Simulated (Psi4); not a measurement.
# Run report: InCl, frequency calculation (part 3 of 3)

InCl, SMILES [Cl][In]; B3LYP/def2-TZVP, RKS, dispersion D3(BJ), core potentials def2 (Psi4 1.11). The geometry was optimised with B3LYP/def2-TZVP.

Geometry of the input (Å):
```
Cl 0.0000  0.0000  -0.0351
In 0.0000  0.0000  2.4060
```

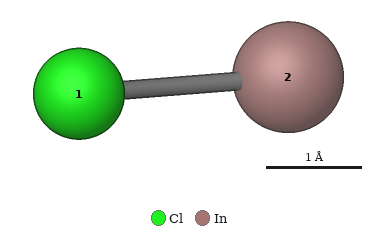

Fig. 1: The structure (ball-and-stick view, seen at an oblique angle; atoms are numbered from 1 in the order of the input). Sticks mark near contacts.

The program's output, continued
```
   @DF-RKS iter SAD:  -649.51210511806039   -6.49512e+02   0.00000e+00
   @DF-RKS iter   1:  -650.36474313055055   -8.52638e-01   9.79721e-03 ADIIS/DIIS
   @DF-RKS iter   2:  -650.33145314188494    3.32900e-02   1.10097e-02 ADIIS/DIIS
   @DF-RKS iter   3:  -650.51745353891670   -1.86000e-01   1.30840e-03 ADIIS/DIIS
   @DF-RKS iter   4:  -650.52136806147803   -3.91452e-03   4.70582e-04 ADIIS/DIIS
   @DF-RKS iter   5:  -650.52175351642302   -3.85455e-04   1.05558e-04 ADIIS/DIIS
   @DF-RKS iter   6:  -650.52176576385079   -1.22474e-05   2.77006e-05 DIIS
   @DF-RKS iter   7:  -650.52176808547677   -2.32163e-06   4.41692e-06 DIIS
   @DF-RKS iter   8:  -650.52176811787251   -3.23957e-08   8.41186e-07 DIIS
   @DF-RKS iter   9:  -650.52176811938489   -1.51238e-09   1.18446e-07 DIIS
   @DF-RKS iter  10:  -650.52176811942661   -4.17231e-11   1.50385e-08 DIIS
   @DF-RKS iter  11:  -650.52176811942695   -3.41061e-13   8.60556e-09 DIIS
  Energy and wave function converged.

  ==> Post-Iterations <==

   Electrons on quadrature grid:
      Ntotal   =   38.0000007764 ; deviation = 7.764e-07

    Final Occupation by Irrep:
             Ap   App
    DOCC [    14,    5 ]
    NA   [    14,    5 ]
    NB   [    14,    5 ]

  @DF-RKS Final Energy:  -650.52176811942695

   => Energetics <=

    Nuclear Repulsion Energy =             77.3894274699501352
    One-Electron Energy =               -1125.8022311565573546
    Two-Electron Energy =                 434.3040326205066890
    DFT Exchange-Correlation Energy =     -36.4099158727160628
    Empirical Dispersion Energy =          -0.0030811806102847
    VV10 Nonlocal Energy =                  0.0000000000000000
    Total Energy =                       -650.5217681194269517

Computation Completed

Properties will be evaluated at   0.000000,   0.000000,   0.000000 [a0]

Properties computed using the SCF density matrix

 Multipole Moments:

 ------------------------------------------------------------------------------------
     Multipole            Electronic (a.u.)      Nuclear  (a.u.)        Total (a.u.)
 ------------------------------------------------------------------------------------

 L = 1.  Multiply by 2.5417464519 to convert [e a0] to [Debye]
 Dipole X            :          0.0081574           -0.0078544            0.0003030
 Dipole Y            :          0.0000000            0.0000000            0.0000000
 Dipole Z            :         38.9681098          -37.5210336            1.4470763
 Magnitude           :                                                    1.4470763

 ------------------------------------------------------------------------------------

	total time  =          3 seconds =       0.05 minutes

         ------------------------------------------------------------
                                   SCF GRAD
         ------------------------------------------------------------

  ==> Geometry <==

    Molecular point group: cs
    Full point group: C_inf_v

    Geometry (in Bohr), charge = 0, multiplicity = 1:

       Center              X                  Y                   Z               Mass
    ------------   -----------------  -----------------  -----------------  -----------------
         CL          -0.000740347043     0.000000000000    -3.536703397835    34.968852682000
         IN           0.000225310816     0.000000000000     1.076329723733   114.903878776000

  Nuclear repulsion =   77.389427469950135

   => Molecular Quadrature <=

    Radial Scheme          =       TREUTLER
    Pruning Scheme         =           NONE
    Nuclear Scheme         =       TREUTLER

    Blocking Scheme        =         OCTREE
    BS radius alpha        =              1
    Pruning alpha          =              1
    Radial Points          =             75
    Spherical Points       =            302
    Total Points           =          43308
    Total Blocks           =            426
    Max Points             =            251
    Max Functions          =             86
    Weights Tolerance      =       1.00E-15

  -Total Gradient:
     Atom            X                  Y                   Z
    ------   -----------------  -----------------  -----------------
       1        0.000000013985     0.000000000000     0.000067836074
       2        0.000000000162     0.000000000000    -0.000000254765

	total time  =          2 seconds =       0.03 minutes

    Psi4 run time: 0:00:05.51

    -----------------------------------------------------------------------
                               Psi4 1.11 release

    h
    h
    h

    -----------------------------------------------------------------------

    Memory:     1.5 GiB
    Threads:    1
                ecpint, einsums, f̶o̶r̶t̶e̶, gauxc, gcp, g̶d̶m̶a̶, geometric, g̶p̶u̶_̶d̶f̶c̶c̶,
                i̶n̶t̶e̶g̶r̶a̶t̶o̶r̶x̶x̶, i̶p̶i̶, libefp, m̶d̶i̶, m̶p̶2̶d̶, m̶r̶c̶c̶, ooo,
                o̶p̶e̶n̶f̶e̶r̶m̶i̶o̶n̶p̶s̶i̶4̶, pcmsolver, p̶s̶i̶4̶f̶o̶c̶k̶c̶i̶, p̶s̶i̶x̶a̶s̶,
                p̶y̶e̶i̶n̶s̶u̶m̶s̶, r̶e̶s̶p̶, s̶i̶m̶i̶n̶t̶, s̶n̶s̶m̶p̶2̶,
                v̶2̶r̶d̶m̶_̶c̶a̶s̶s̶c̶f̶

gradient() will perform analytic gradient computation.

  ==> Geometry <==

    Molecular point group: cs
    Full point group: C_inf_v

    Geometry (in Bohr), charge = 0, multiplicity = 1:

       Center              X                  Y                   Z               Mass
    ------------   -----------------  -----------------  -----------------  -----------------
         CL           0.000000000000    -0.000740347043    -3.536703397835    34.968852682000
         IN           0.000000000000     0.000225310816     1.076329723733   114.903878776000

  Running in cs symmetry.

  Rotational constants: A = ************  B =      0.10552  C =      0.10552 [cm^-1]
  Rotational constants: A = ************  B =   3163.35781  C =   3163.35781 [MHz]
  Nuclear repulsion =   77.389427469950135

  Charge       = 0
  Multiplicity = 1
  Electrons    = 38
  Nalpha       = 19
  Nbeta        = 19

   => Molecular Quadrature <=

    Radial Scheme          =       TREUTLER
    Pruning Scheme         =           NONE
    Nuclear Scheme         =       TREUTLER

    Blocking Scheme        =         OCTREE
    BS radius alpha        =              1
    Pruning alpha          =              1
    Radial Points          =             75
    Spherical Points       =            302
    Total Points           =          43308
    Total Blocks           =            425
    Max Points             =            255
    Max Functions          =             86
    Weights Tolerance      =       1.00E-15

  ==> Iterations <==

                           Total Energy        Delta E     RMS |[F,P]|

   @DF-RKS iter SAD:  -649.51801952829737   -6.49518e+02   0.00000e+00
   @DF-RKS iter   1:  -650.36879144250213   -8.50772e-01   9.71144e-03 ADIIS/DIIS
   @DF-RKS iter   2:  -650.34151777780619    2.72737e-02   1.08225e-02 ADIIS/DIIS
   @DF-RKS iter   3:  -650.51816818975374   -1.76650e-01   1.19745e-03 ADIIS/DIIS
   @DF-RKS iter   4:  -650.52135811214669   -3.18992e-03   4.70719e-04 ADIIS/DIIS
   @DF-RKS iter   5:  -650.52175463024787   -3.96518e-04   1.01328e-04 ADIIS/DIIS
   @DF-RKS iter   6:  -650.52176594202149   -1.13118e-05   2.67055e-05 DIIS
   @DF-RKS iter   7:  -650.52176808887771   -2.14686e-06   4.20952e-06 DIIS
   @DF-RKS iter   8:  -650.52176811834454   -2.94668e-08   7.91457e-07 DIIS
   @DF-RKS iter   9:  -650.52176811968764   -1.34310e-09   1.10455e-07 DIIS
   @DF-RKS iter  10:  -650.52176811972095   -3.33102e-11   2.06918e-08 DIIS
   @DF-RKS iter  11:  -650.52176811972265   -1.70530e-12   8.34399e-09 DIIS
  Energy and wave function converged.

  ==> Post-Iterations <==

   Electrons on quadrature grid:
      Ntotal   =   38.0000007764 ; deviation = 7.764e-07

    Orbital Energies [Eh]
    ---------------------

    Doubly Occupied:

       1Ap  -101.468152     2Ap    -9.400767     3Ap    -7.157756
       4Ap    -7.155902     1App   -7.155902     5Ap    -4.683377
       2App   -3.086359     6Ap    -3.086359     7Ap    -3.079667
       8Ap    -0.788690     9Ap    -0.773814     3App   -0.773813
       4App   -0.768166    10Ap    -0.768166    11Ap    -0.738135
      12Ap    -0.383109     5App   -0.290392    13Ap    -0.290392
      14Ap    -0.262909

    Virtual:

       6App   -0.076302    15Ap    -0.076302    16Ap    -0.012179
      17Ap     0.072090     7App    0.072090    18Ap     0.096176
      19Ap     0.125817    20Ap     0.151222     8App    0.151222
      21Ap     0.178534     9App    0.178534    22Ap     0.208258
      23Ap     0.360044    24Ap     0.395264    10App    0.395264
      25Ap     0.448387    11App    0.462877    26Ap     0.462884
      12App    0.498100    27Ap     0.498100    13App    0.506579
      28Ap     0.506579    29Ap     0.637450    14App    0.684662
      30Ap     0.684662    15App    0.709787    31Ap     0.709788
      32Ap     0.844418    16App    0.867356    33Ap     0.867356
      34Ap     0.947621    17App    0.947621    35Ap     0.950219
      18App    0.964239    36Ap     0.964239    37Ap     1.206884
      19App    1.773960    38Ap     1.774033    39Ap     1.872249
      20App    1.872249    40Ap     1.890106    21App    2.079568
      41Ap     2.079573    42Ap     2.119189    22App    2.119189
      43Ap     2.127204    23App    2.127204    24App    2.151458
      44Ap     2.151458    45Ap     2.167772    46Ap     2.221239
      25App    2.221240    47Ap     2.263713    26App    2.263713
      48Ap     2.332468    49Ap     2.365282    27App    2.365282
      50Ap     2.399710    51Ap     2.915853    52Ap    10.726839
      28App   10.726839    53Ap    10.846945    54Ap    24.828439
      55Ap    37.537707    29App   38.708962    56Ap    38.708962
      57Ap    38.859535    58Ap   123.874861

    Final Occupation by Irrep:
             Ap   App
    DOCC [    14,    5 ]
    NA   [    14,    5 ]
    NB   [    14,    5 ]

  @DF-RKS Final Energy:  -650.52176811972265

   => Energetics <=

    Nuclear Repulsion Energy =             77.3894274699501352
    One-Electron Energy =               -1125.8022317401796499
    Two-Electron Energy =                 434.3040332449480729
    DFT Exchange-Correlation Energy =     -36.4099159138309076
    Empirical Dispersion Energy =          -0.0030811806102847
    VV10 Nonlocal Energy =                  0.0000000000000000
    Total Energy =                       -650.5217681197226511

Computation Completed

Properties will be evaluated at   0.000000,   0.000000,   0.000000 [a0]

Properties computed using the SCF density matrix

 Multipole Moments:

 ------------------------------------------------------------------------------------
     Multipole            Electronic (a.u.)      Nuclear  (a.u.)        Total (a.u.)
 ------------------------------------------------------------------------------------

 L = 1.  Multiply by 2.5417464519 to convert [e a0] to [Debye]
 Dipole X            :          0.0000000            0.0000000            0.0000000
 Dipole Y            :          0.0081573           -0.0078544            0.0003029
 Dipole Z            :         38.9681098          -37.5210336            1.4470763
 Magnitude           :                                                    1.4470763

 ------------------------------------------------------------------------------------

	total time  =          3 seconds =       0.05 minutes

         ------------------------------------------------------------
                                   SCF GRAD
         ------------------------------------------------------------

  ==> Geometry <==

    Molecular point group: cs
    Full point group: C_inf_v

    Geometry (in Bohr), charge = 0, multiplicity = 1:

       Center              X                  Y                   Z               Mass
    ------------   -----------------  -----------------  -----------------  -----------------
         CL           0.000000000000    -0.000740347043    -3.536703397835    34.968852682000
         IN           0.000000000000     0.000225310816     1.076329723733   114.903878776000

  Nuclear repulsion =   77.389427469950135

   => Molecular Quadrature <=

    Radial Scheme          =       TREUTLER
    Pruning Scheme         =           NONE
    Nuclear Scheme         =       TREUTLER

    Blocking Scheme        =         OCTREE
    BS radius alpha        =              1
    Pruning alpha          =              1
    Radial Points          =             75
    Spherical Points       =            302
    Total Points           =          43308
    Total Blocks           =            425
    Max Points             =            255
    Max Functions          =             86
    Weights Tolerance      =       1.00E-15

  -Total Gradient:
     Atom            X                  Y                   Z
    ------   -----------------  -----------------  -----------------
       1        0.000000000000     0.000000014401     0.000067840450
       2        0.000000000000    -0.000000000254    -0.000000259141

	total time  =          2 seconds =       0.03 minutes

    Psi4 run time: 0:00:04.57

  //>>>>>>>>>>>>>>>>>>>>>>>>>>>>>>>>>>>//
  //      FiniteDifference Results     //
  //<<<<<<<<<<<<<<<<<<<<<<<<<<<<<<<<<<<//

  Computing second-derivative from gradients using projected,
  symmetry-adapted, cartesian coordinates.

  5 gradients passed in, including the reference geometry.
  Generating complete list of displacements from unique ones.

    Operation 2 takes plus displacements of irrep B1 to minus ones.
    Operation 2 takes plus displacements of irrep B2 to minus ones.

-------------------------------------------------------------

  ==> Harmonic Vibrational Analysis <==

  non-mass-weighted Hessian:       Symmetric? True   Hermitian? True   Lin Dep Dim?  3 (0)
  projection of translations (True) and rotations (True) removed 5 degrees of freedom (5)
  total projector:                 Symmetric? True   Hermitian? True   Lin Dep Dim?  5 (5)
  mass-weighted Hessian:           Symmetric? True   Hermitian? True   Lin Dep Dim?  3 (0)
  pre-proj  low-frequency mode:    0.0000i [cm^-1]
  pre-proj  low-frequency mode:    0.0000i [cm^-1]
  pre-proj  low-frequency mode:    0.0000i [cm^-1]
  pre-proj  low-frequency mode:    0.0000  [cm^-1]
  pre-proj  low-frequency mode:    0.0000  [cm^-1]
  pre-proj  all modes:['3.3660i' '3.3023i' '0.0000i' '0.0000' '0.0000' '301.8124']
  projected mass-weighted Hessian: Symmetric? True   Hermitian? True   Lin Dep Dim?  5 (5)
  post-proj low-frequency mode:    0.0000i [cm^-1] (TR)
  post-proj low-frequency mode:    0.0000i [cm^-1] (TR)
  post-proj low-frequency mode:    0.0000i [cm^-1] (TR)
  post-proj low-frequency mode:    0.0000i [cm^-1] (TR)
  post-proj low-frequency mode:    0.0000  [cm^-1] (TR)
  post-proj  all modes:['0.0000i' '0.0000i' '0.0000i' '0.0000i' '0.0000' '301.8124']

  Vibration                       6
  Freq [cm^-1]                 301.8124
  Irrep                           A1
  Reduced mass [u]             41.7447
  Force const [mDyne/A]         2.2404
  Turning point v=0 [a0]        0.0978
  RMS dev v=0 [a0 u^1/2]        0.4466
  IR activ [km/mol]            76.3270
  Char temp [K]                434.2408
  ----------------------------------------------------------------------------------
      1   CL               0.00  0.00  0.96
      2   IN               0.00  0.00 -0.29

  ==> Thermochemistry Components <==

  Entropy, S
    Electronic S                             0.000 [cal/(mol K)]        0.000 [J/(mol K)]       0.00000000 [mEh/K] (multiplicity = 1)
    Translational S                         43.493 [cal/(mol K)]      181.973 [J/(mol K)]       0.06930986 [mEh/K] (mol. weight = 149.8727 [u], P = 101325.00 [Pa])
    Rotational S                            18.083 [cal/(mol K)]       75.659 [J/(mol K)]       0.02881698 [mEh/K] (symmetry no. = 1)
    Vibrational S                            2.329 [cal/(mol K)]        9.743 [J/(mol K)]       0.00371104 [mEh/K]
  Total S                                   63.904 [cal/(mol K)]      267.375 [J/(mol K)]       0.10183788 [mEh/K]
  Correction S                               0.000 [cal/(mol K)]        0.000 [J/(mol K)]       0.00000000 [mEh/K]

  Constant volume heat capacity, Cv
    Electronic Cv                            0.000 [cal/(mol K)]        0.000 [J/(mol K)]       0.00000000 [mEh/K]
    Translational Cv                         2.981 [cal/(mol K)]       12.472 [J/(mol K)]       0.00475022 [mEh/K]
    Rotational Cv                            1.987 [cal/(mol K)]        8.314 [J/(mol K)]       0.00316681 [mEh/K]
    Vibrational Cv                           1.867 [cal/(mol K)]        7.811 [J/(mol K)]       0.00297505 [mEh/K]
  Total Cv                                   6.835 [cal/(mol K)]       28.597 [J/(mol K)]       0.01089207 [mEh/K]
  Correction Cv                              0.000 [cal/(mol K)]        0.000 [J/(mol K)]       0.00000000 [mEh/K]

  Constant pressure heat capacity, Cp
    Electronic Cp                            0.000 [cal/(mol K)]        0.000 [J/(mol K)]       0.00000000 [mEh/K]
    Translational Cp                         4.968 [cal/(mol K)]       20.786 [J/(mol K)]       0.00791703 [mEh/K]
    Rotational Cp                            1.987 [cal/(mol K)]        8.314 [J/(mol K)]       0.00316681 [mEh/K]
    Vibrational Cp                           1.867 [cal/(mol K)]        7.811 [J/(mol K)]       0.00297505 [mEh/K]
  Total Cp                                   8.822 [cal/(mol K)]       36.912 [J/(mol K)]       0.01405889 [mEh/K]
  Correction Cp                              0.000 [cal/(mol K)]        0.000 [J/(mol K)]       0.00000000 [mEh/K]

  ==> Thermochemistry Energy Analysis <==

  Raw electronic energy, E_e
  Total E_e, Electronic energy at well bottom                                          -650.52176812 [Eh]

  Zero-point vibrational energy, ZPVE = Sum_i omega_i / 2,  E_0 = E_e + ZPVE
    Vibrational ZPVE                         0.431 [kcal/mol]        1.805 [kJ/mol]       0.00068758 [Eh]         150.906 [cm^-1]
  Correction ZPVE to E_e                     0.431 [kcal/mol]        1.805 [kJ/mol]       0.00068758 [Eh]         150.906 [cm^-1]
  Total E_0, Enthalpy at 0 [K]                                                         -650.52108054 [Eh]
  *** Absolute enthalpy, not an enthalpy of formation ***

  Thermal (internal) energy, E (includes ZPVE and finite-temperature corrections)
    Electronic contrib to E beyond E_e       0.000 [kcal/mol]        0.000 [kJ/mol]       0.00000000 [Eh]
    Translational contrib to E               1.490 [kcal/mol]        6.236 [kJ/mol]       0.00237511 [Eh]
    Rotational contrib to E                  0.994 [kcal/mol]        4.157 [kJ/mol]       0.00158341 [Eh]
    Vibrational contrib to E                 1.055 [kcal/mol]        4.415 [kJ/mol]       0.00168170 [Eh]
  Correction E                               3.539 [kcal/mol]       14.808 [kJ/mol]       0.00564021 [Eh]
  Total E, Thermal (internal) energy at  500.00 [K]                                    -650.51612791 [Eh]

  Enthalpy, H_trans = E_trans + k_B * T = E_trans + P * V
    Electronic contrib to H beyond E_e       0.000 [kcal/mol]        0.000 [kJ/mol]       0.00000000 [Eh]
    Translational contrib to H               2.484 [kcal/mol]       10.393 [kJ/mol]       0.00395851 [Eh]
    Rotational contrib to H                  0.994 [kcal/mol]        4.157 [kJ/mol]       0.00158341 [Eh]
    Vibrational contrib to H                 1.055 [kcal/mol]        4.415 [kJ/mol]       0.00168170 [Eh]
  Correction H                               4.533 [kcal/mol]       18.966 [kJ/mol]       0.00722362 [Eh]
  Total H, Enthalpy at  500.00 [K]                                                     -650.51454450 [Eh]
  *** Absolute enthalpy, not an enthalpy of formation ***

  Gibbs free energy, G = H - T * S
    Electronic contrib to G beyond E_e       0.000 [kcal/mol]        0.000 [kJ/mol]       0.00000000 [Eh]
    Translational contrib to G             -19.262 [kcal/mol]      -80.593 [kJ/mol]      -0.03069641 [Eh]
    Rotational contrib to G                 -8.048 [kcal/mol]      -33.672 [kJ/mol]      -0.01282508 [Eh]
    Vibrational contrib to G                -0.109 [kcal/mol]       -0.456 [kJ/mol]      -0.00017382 [Eh]
  Correction G                             -27.419 [kcal/mol]     -114.722 [kJ/mol]      -0.04369532 [Eh]
  Total G, Gibbs energy at  500.00 [K]                                                 -650.56546344 [Eh]
  *** Absolute Gibbs energy, not a free energy of formation ***

    Psi4 run time: 0:00:27.10

[set-up sections that repeat, and orbital energies of the middle runs, are left out above]
```

Standard output
```
Warning: used thermodynamics relations inappropriate for low-frequency modes: ['301.8124']
```

Results in brief

| quantity | value |
| --- | --- |
| outcome | converged |
| total energy | −650.521768 hartree |
| dispersion energy | −0.003081 hartree |
| basis functions | 87 |
| zero-point energy | 0.000688 hartree |
| dipole moment | 3.68 D |
| wavenumbers, lowest and highest | 302 cm⁻¹ |
| hardware | 1 thread of Intel Xeon @ 2.50GHz (Skylake/Cascade Lake), 32 GiB of memory available, shared host |
| wall time | 29 s |
| peak memory | 0.38 GiB |
